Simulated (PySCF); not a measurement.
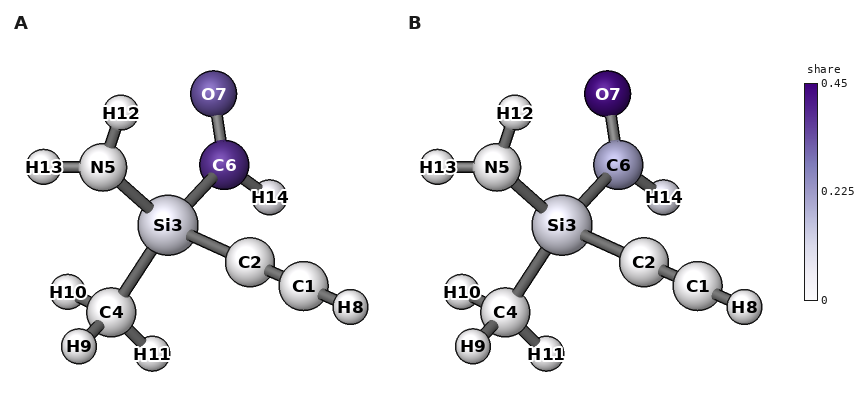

Each panel colours the atoms by their Löwdin share in one orbital (up to four of the largest shares; other atoms are shown as zero). The geometry was computed by an optimisation with GFN2-xTB. No frequency run is at hand to confirm it as a minimum. Computed with B3LYP/def2-SVPD (PySCF 2.14.0).

### The panels show the HOMO, LUMO, in some order. Which is which?

A: LUMO, −1.77 eV; C6 0.38, O7 0.33, Si3 0.09, H14 0.06
B: HOMO, −6.57 eV; O7 0.43, C6 0.20, Si3 0.09, H14 0.09

The geometry is semi-empirical. Around Si such bond lengths and angles can be off by a tenth of an ångström or more and by several degrees, and values that hang on the shape move with them.
